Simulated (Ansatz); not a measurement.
# CH₆ClNSi: one species, many methods, part 2 of 2

Ansatz 0.2.0, Gaussian basis; functionals in def2-TZVPP, the program's frozen cores in correlated methods. Earlier steps stand in the parts before.

### Step 18. B2PLYP (double hybrid)

in.yaml

```yaml
crystal:
  periodic: [false, false, false]
  atoms:
    - {symbol: N, position_ang: [-1.432290, 0.416440, 0.172709]}
    - {symbol: C, position_ang: [-0.322037, 0.005402, -0.672303]}
    - {symbol: Si, position_ang: [1.110816, -0.588157, 0.373477]}
    - {symbol: Cl, position_ang: [1.661542, 0.945036, 1.644409]}
    - {symbol: H, position_ang: [-2.215316, 0.740304, -0.380219]}
    - {symbol: H, position_ang: [-1.157599, 1.176819, 0.781821]}
    - {symbol: H, position_ang: [0.041219, 0.768211, -1.379875]}
    - {symbol: H, position_ang: [-0.628743, -0.856965, -1.277935]}
    - {symbol: H, position_ang: [2.284698, -0.910257, -0.475290]}
    - {symbol: H, position_ang: [0.740810, -1.748034, 1.216207]}
basis:
  gaussian: {orbitals: def2-TZVPP}
hamiltonian: {xc: {name: B2PLYP}}
```

Command:

```console
$ ansatz run in.yaml --threads 2 --pin off --events-out ev --progress --plain --max-ram 4352MiB
```

What it wrote (excerpt; [...] marks lines left out):

```text
Functional definition: B2PLYP
  name "B2PLYP"
  cite "Grimme, J. Chem. Phys. 124, 034108 (2006) doi:10.1063/1.2148954"
  cite "Becke, Phys. Rev. A 38, 3098 (1988) doi:10.1103/PhysRevA.38.3098"
  cite "Lee, Yang & Parr, Phys. Rev. B 37, 785 (1988) doi:10.1103/PhysRevB.37.785"
[...]
1329 factors; integrals over basis functions are off by at most 8.4e-4 eV
[...]
mean field -23012.72908358 eV, -845.7021952335 hartree, gradient 5.1e-6 eV, S^2 0.000000; 0 other end points of the search recorded, 0 dependent functions left out
12 core orbitals not correlated: weight in the atoms' cores, before any rotation towards them, 1.000 or more for the frozen orbitals, at most 0.000 for the correlated occupied ones
reference -23012.72925594 eV, -845.7022015677 hartree; 13, 13 occupied and 205, 205 virtual orbitals, 1329 factors
second order -23.22601237 eV of doubles, -0.00000000 eV of singles
Total energy: -23019.00027928 eV, -845.9326574248 hartree
```

It took 4.6 s on 2 threads of INTEL XEON PLATINUM 8581C at 2.10GHz, shared host; peak memory 0.55 GiB.

With the free atoms at this level, -22984.460 eV in sum, the atomisation energy is 3332.6 kJ/mol.

### Step 19. PBE-QIDH (double hybrid)

Changes to in.yaml since step 18:

```diff
@@ -15,2 +15,2 @@
   gaussian: {orbitals: def2-TZVPP}
-hamiltonian: {xc: {name: B2PLYP}}
+hamiltonian: {xc: {name: PBE-QIDH}}
```

Launched as before.

What it wrote (excerpt; [...] marks lines left out):

```text
Functional definition: PBE-QIDH
  name "PBE-QIDH"
  cite "Brémond, Sancho-García, Pérez-Jiménez & Adamo, J. Chem. Phys. 141, 031101 (2014) doi:10.1063/1.4890314"
  cite "Perdew, Burke & Ernzerhof, Phys. Rev. Lett. 77, 3865 (1996) doi:10.1103/PhysRevLett.77.3865"
[...]
1329 factors; integrals over basis functions are off by at most 8.4e-4 eV
[...]
mean field -23005.49185016 eV, -845.4362318108 hartree, gradient 1.7e-6 eV, S^2 0.000000; 0 other end points of the search recorded, 0 dependent functions left out
12 core orbitals not correlated: weight in the atoms' cores, before any rotation towards them, 1.000 or more for the frozen orbitals, at most 0.000 for the correlated occupied ones
reference -23005.49186295 eV, -845.4362322810 hartree; 13, 13 occupied and 205, 205 virtual orbitals, 1329 factors
second order -21.59207496 eV of doubles, -0.00000000 eV of singles
Total energy: -23012.68922127 eV, -845.7007303207 hartree
```

Wall time 4.8 s (2 threads of INTEL XEON PLATINUM 8581C at 2.10GHz, shared host); peak memory 0.56 GiB.

With the free atoms at this level, -22978.016 eV in sum, the atomisation energy is 3345.5 kJ/mol.

### Step 20. Frontier levels by functional

Dipoles come from the runs that computed forces. Levels are read from the orbital files that the runs wrote:

```
  functional  HOMO (eV)  LUMO (eV)  gap (eV)  dipole (D)
 LDA (SPW92)      -5.75      -0.85      4.90            
      PBE-D4      -5.64      -0.59      5.05        1.98
   revPBE-D4      -5.59      -0.48      5.12            
     BLYP-D4      -5.54      -0.47      5.07            
   r2SCAN-D4      -5.95      -0.16      5.80        2.02
      B97M-V      -6.14      -0.32      5.82            
     PBE0-D4      -7.13       0.31      7.43            
    B3LYP-D4      -6.89       0.07      6.96        2.01
  r2SCANh-D4      -6.51       0.14      6.65            
  r2SCAN0-D4      -7.34       0.57      7.92            
    HSE06-D4      -6.72      -0.07      6.65            
    BHLYP-D4      -8.55       1.18      9.73            
CAM-B3LYP-D4      -8.58       1.30      9.88            
     LC-ωPBE      -9.97       2.52     12.49            
     ωB97X-V      -9.62       2.36     11.98            
     ωB97M-V      -9.53       2.04     11.57        2.01
```

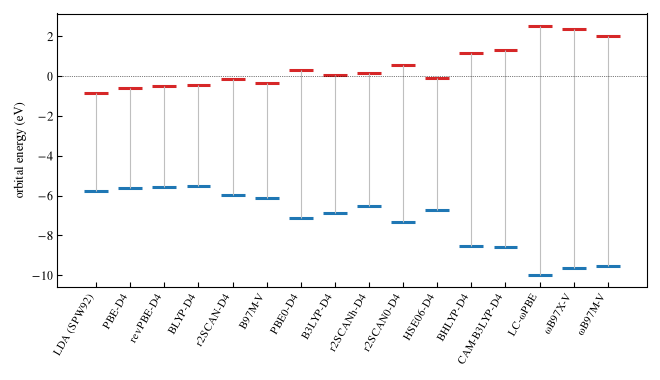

Highest occupied (blue) and lowest empty (red) level by functional.

### Step 21. CCSD(T) in def2-SVP

Changes to in.yaml since step 19:

```diff
@@ -14,3 +14,3 @@
 basis:
-  gaussian: {orbitals: def2-TZVPP}
-hamiltonian: {xc: {name: PBE-QIDH}}
+  gaussian: {orbitals: def2-SVP}
+correlation: {method: ccsd_t}
```

Launched as before.

What it wrote (excerpt; [...] marks lines left out):

```text
Functional definition: HF
  name "HF"
  cite "Fock, Z. Phys. 61, 126 (1930) doi:10.1007/BF01340294"
  parent pbe
[...]
927 factors; integrals over basis functions are off by at most 1.2e-3 eV
[...]
mean field -22965.83793159 eV, -843.9789771818 hartree, gradient 1.3e-6 eV, S^2 0.000000; 0 other end points of the search recorded, 0 dependent functions left out
12 core orbitals not correlated: weight in the atoms' cores, before any rotation towards them, 1.000 or more for the frozen orbitals, at most 0.000 for the correlated occupied ones
reference -22965.83793159 eV, -843.9789771818 hartree; 13, 13 occupied and 69, 69 virtual orbitals, 927 factors
second order -14.85133442 eV of doubles, -0.00000000 eV of singles
cycle   1  -15.84229244 eV  change   -9.9e-1 eV  update   7.6e-2
[...]
cycle   8  -16.29322824 eV  change   -4.5e-6 eV  update   2.2e-5
perturbative correction -0.40405605 eV, -0.0148487861 hartree
Total energy: -22982.53521588 eV, -844.5925910616 hartree
```

Run time: 2.7 s. Hardware: 2 threads of INTEL XEON PLATINUM 8581C at 2.10GHz, shared host.

### Step 22. CCSD(T) in def2-TZVPP

Changes to in.yaml since step 21:

```diff
@@ -14,3 +14,4 @@
 basis:
-  gaussian: {orbitals: def2-SVP}
+  gaussian: {orbitals: def2-TZVPP}
 correlation: {method: ccsd_t}
+output: {orbitals: {seedname: orbitals}}
```

Same command.

What it wrote (excerpt; [...] marks lines left out):

```text
Functional definition: HF
  name "HF"
  cite "Fock, Z. Phys. 61, 126 (1930) doi:10.1007/BF01340294"
  parent pbe
[...]
1329 factors; integrals over basis functions are off by at most 8.4e-4 eV
[...]
mean field -22976.00813201 eV, -844.3527251537 hartree, gradient 3.6e-6 eV, S^2 0.000000; 0 other end points of the search recorded, 0 dependent functions left out
12 core orbitals not correlated: weight in the atoms' cores, before any rotation towards them, 1.000 or more for the frozen orbitals, at most 0.000 for the correlated occupied ones
reference -22976.00813201 eV, -844.3527251537 hartree; 13, 13 occupied and 205, 205 virtual orbitals, 1329 factors
second order -19.17899093 eV of doubles, -0.00000000 eV of singles
cycle   1  -20.02005418 eV  change   -8.4e-1 eV  update   8.3e-2
[...]
cycle   8  -20.55139494 eV  change    1.3e-6 eV  update   3.0e-5
perturbative correction -0.79747692 eV, -0.0293067362 hartree
Total energy: -22997.35700387 eV, -845.1372817237 hartree
```

Wall time 66 s (2 threads of INTEL XEON PLATINUM 8581C at 2.10GHz, shared host); peak memory 3.8 GiB.

### Step 23. MP2 in def2-QZVPP

Changes to in.yaml since step 22:

```diff
@@ -14,4 +14,3 @@
 basis:
-  gaussian: {orbitals: def2-TZVPP}
-correlation: {method: ccsd_t}
-output: {orbitals: {seedname: orbitals}}
+  gaussian: {orbitals: "def2-QZVPP.json"}
+correlation: {method: mp2}
```

The command is unchanged.

What it wrote (excerpt; [...] marks lines left out):

```text
Functional definition: HF
  name "HF"
  cite "Fock, Z. Phys. 61, 126 (1930) doi:10.1007/BF01340294"
  parent pbe
[...]
2561 factors; integrals over basis functions are off by at most 5.6e-4 eV
[...]
mean field -22976.73479177 eV, -844.3794294073 hartree, gradient 1.9e-6 eV, S^2 0.000000; 0 other end points of the search recorded, 0 dependent functions left out
12 core orbitals not correlated: weight in the atoms' cores, before any rotation towards them, 1.000 or more for the frozen orbitals, at most 0.000 for the correlated occupied ones
reference -22976.73479177 eV, -844.3794294073 hartree; 13, 13 occupied and 409, 409 virtual orbitals, 2561 factors
second order -20.70529821 eV of doubles, -0.00000000 eV of singles
Total energy: -22997.44008998 eV, -845.1403350820 hartree
```

It took 19 s on 2 threads of INTEL XEON PLATINUM 8581C at 2.10GHz, shared host; peak memory 2.3 GiB.

Energy pieces by basis (eV):

```
     basis           HF  MP2 correlation  CCSD correlation      (T)              total
  def2-SVP  -22965.8379         -14.8513          -16.2932  -0.4041        -22982.5352
def2-TZVPP  -22976.0081         -19.1790          -20.5514  -0.7975        -22997.3570
def2-QZVPP  -22976.7348         -20.7053                             -22997.4401 (MP2)
```

The report of the def2-TZVPP run gives T1 = 0.0090.

### Step 24. From triple and quadruple zeta to the limit

This step is arithmetic on the last runs, with X = 3 and 4: exp(−7.88√X) for Hartree-Fock, X^−2.97 for correlation; only MP2 was run in the larger set, so CCSD(T) minus MP2 is added from the smaller one.

```
  level  energy at the limit (eV)
     HF               -22976.8349
    MP2               -22998.6708
   CCSD               -23000.0432
CCSD(T)               -23000.8407
```

### Step 25. RPA on PBE orbitals

Changes to in.yaml since step 23:

```diff
@@ -14,3 +14,4 @@
 basis:
-  gaussian: {orbitals: "def2-QZVPP.json"}
-correlation: {method: mp2}
+  gaussian: {orbitals: def2-TZVPP}
+hamiltonian: {xc: pbe}
+correlation: {method: rpa}
```

Same command.

What it wrote (excerpt; [...] marks lines left out):

```text
Functional definition: PBE
  name "PBE"
  cite "Perdew, Burke & Ernzerhof, Phys. Rev. Lett. 77, 3865 (1996) doi:10.1103/PhysRevLett.77.3865"
  parent pbe
[...]
1329 factors; integrals over basis functions are off by at most 8.4e-4 eV
[...]
mean field -23015.38548144 eV, -845.7998160543 hartree, gradient 3.9e-6 eV, S^2 0.000000; 0 other end points of the search recorded, 0 dependent functions left out
12 core orbitals not correlated: weight in the atoms' cores, before any rotation towards them, 1.000 or more for the frozen orbitals, at most 0.000 for the correlated occupied ones
reference -22974.71951814 eV, -844.3053694674 hartree; 13, 13 occupied and 205, 205 virtual orbitals, 1329 factors
Total energy: -23007.16232327 eV, -845.4976205653 hartree
```

Run time: 4.9 s. Hardware: 2 threads of INTEL XEON PLATINUM 8581C at 2.10GHz, shared host; peak memory 0.52 GiB.

RPA correlation: -32.443 eV. No RPA run of the hydrogen atom was made, so RPA has no atomisation energy below.

### Step 26. Atomisation energies

Atomisation energy = energies of 1 N, 1 C, 1 Si, 1 Cl, 6 H (separate runs, same level) minus the molecule's; electronic only, no spin-orbit term.

Differences are taken before rounding.

```
            method             rung  atoms, summed (eV)  atomisation energy (kJ/mol)  from CCSD(T)/CBS (kJ/mol)   time
       LDA (SPW92)              LDA          -22893.280                       3823.7                     +444.4  1.2 s
            PBE-D4              GGA          -22980.210                       3414.3                      +35.0  2.2 s
         revPBE-D4              GGA          -22989.258                       3343.0                      -36.4  1.6 s
           BLYP-D4              GGA          -22992.235                       3359.0                      -20.3  1.8 s
         r2SCAN-D4         meta-GGA          -22990.130                       3369.0                      -10.3  3.5 s
            B97M-V         meta-GGA          -22987.524                       3383.9                       +4.5    7 s
           PBE0-D4           hybrid          -22982.800                       3371.2                       -8.1  2.9 s
          B3LYP-D4           hybrid          -22994.587                       3376.0                       -3.4  4.2 s
        r2SCANh-D4           hybrid          -22990.116                       3353.3                      -26.1  4.5 s
        r2SCAN0-D4           hybrid          -22990.107                       3330.9                      -48.4  3.9 s
          HSE06-D4           hybrid          -22982.223                       3373.4                       -5.9  3.2 s
          BHLYP-D4           hybrid          -22992.614                       3297.9                      -81.5  2.8 s
      CAM-B3LYP-D4  range-separated          -22992.413                       3388.2                       +8.9  3.2 s
           LC-ωPBE  range-separated          -22986.039                       3351.3                      -28.1  2.5 s
           ωB97X-V  range-separated          -22989.068                       3396.7                      +17.3    6 s
           ωB97M-V  range-separated          -22990.392                       3393.5                      +14.2    9 s
            B2PLYP    double hybrid          -22984.460                       3332.6                      -46.7  4.6 s
          PBE-QIDH    double hybrid          -22978.016                       3345.5                      -33.9  4.8 s
     HF/def2-TZVPP     wavefunction          -22950.676                       2444.2                     -935.1       
    MP2/def2-TZVPP     wavefunction          -22960.893                       3308.9                      -70.4       
   CCSD/def2-TZVPP     wavefunction          -22963.026                       3235.5                     -143.8       
  CCSD(T)/def2-SVP     wavefunction          -22949.929                       3146.0                     -233.3  2.7 s
CCSD(T)/def2-TZVPP     wavefunction          -22963.367                       3279.5                      -99.8   66 s
           MP2/CBS     wavefunction          -22963.342                       3408.7                      +29.4       
       CCSD(T)/CBS     wavefunction          -22965.816                       3379.3                          0   85 s
```

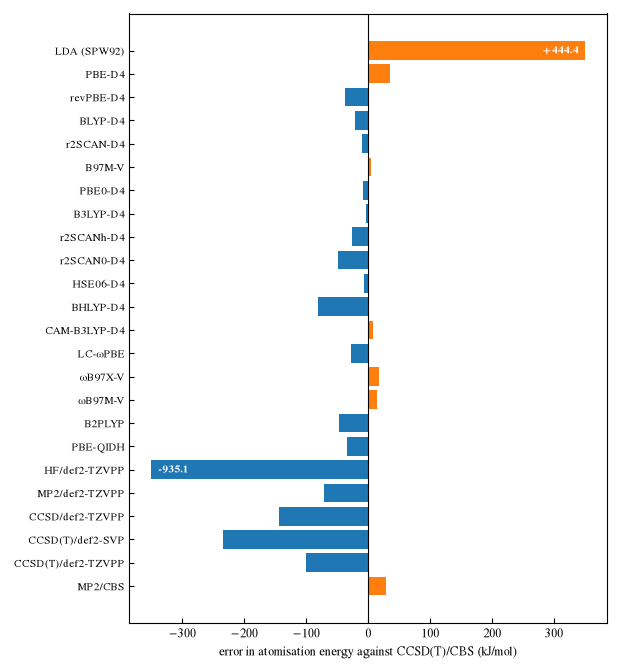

How far each level lands from CCSD(T)/CBS. Bars with a number in them are cut short.

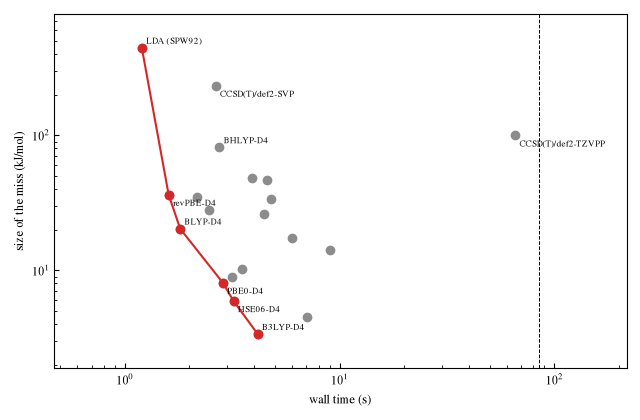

Accuracy for the time spent; red marks the levels that beat every quicker one drawn (of those quicker than the yardstick), and the dashed line is the time of CCSD(T)/CBS. Only those levels and the largest misses are named. Times are from a shared host.

LDA (SPW92), LC-ωPBE, B2PLYP, PBE-QIDH carry no dispersion term (for B3LYP, D4 adds 32.9 kJ/mol).

Times are those of the molecule's run; HF, MP2 and CCSD come out of the CCSD(T) runs, and the limit's time is the sum of the runs that it needs.

### Step 27. Outcome

The summary covers parts 1 to 2.

```
                               quantity                                                                  value
        atomisation energy, CCSD(T)/CBS                                                          3379.3 kJ/mol
 functionals within 16.9 kJ/mol (0.5 %)  r2SCAN-D4, B97M-V, PBE0-D4, B3LYP-D4, HSE06-D4, CAM-B3LYP-D4, ωB97M-V
                    farthest beyond LDA                                                BHLYP-D4 (-81.5 kJ/mol)
                mean size of error, GGA                                                            30.6 kJ/mol
           mean size of error, meta-GGA                                                             7.4 kJ/mol
             mean size of error, hybrid                                                            28.9 kJ/mol
    mean size of error, range-separated                                                            17.1 kJ/mol
      mean size of error, double hybrid                                                            40.3 kJ/mol
              gap, smallest and largest                              4.90 eV (LDA (SPW92)), 12.49 eV (LC-ωPBE)
                          T1 diagnostic                                                                 0.0090
triples share of the correlation energy                                                                  3.7 %
```

**Reading.** The LDA atomisation energy is off by 444.4 kJ/mol (13 %): it overbinds. PBE-D4 is off by +35.0 kJ/mol. Double hybrids carry the basis error of their MP2 part in triple zeta, and no dispersion term here, so their miss is partly the set-up's. By mean error the best rung here is meta-GGA (7.4 kJ/mol) and the worst beyond LDA is double hybrid (40.3 kJ/mol). Misses under about 16.9 kJ/mol are within the doubt on the reference itself, which lacks core-valence correlation, relativity and higher excitations. Hartree-Fock recovers 72 % of the binding; the rest is correlation. CCSD(T) in def2-SVP is off by -233.3 kJ/mol, worse than the median functional, from the basis alone. Orbital gaps span 4.9 to 12.5 eV; exact exchange widens them.

For cost: B3LYP-D4 gets within 3.4 kJ/mol in 4.2 s, where CCSD(T)/CBS took 85 s; the quickest level in the cost chart, LDA (SPW92), takes 1.2 s and misses by 444.4 kJ/mol.
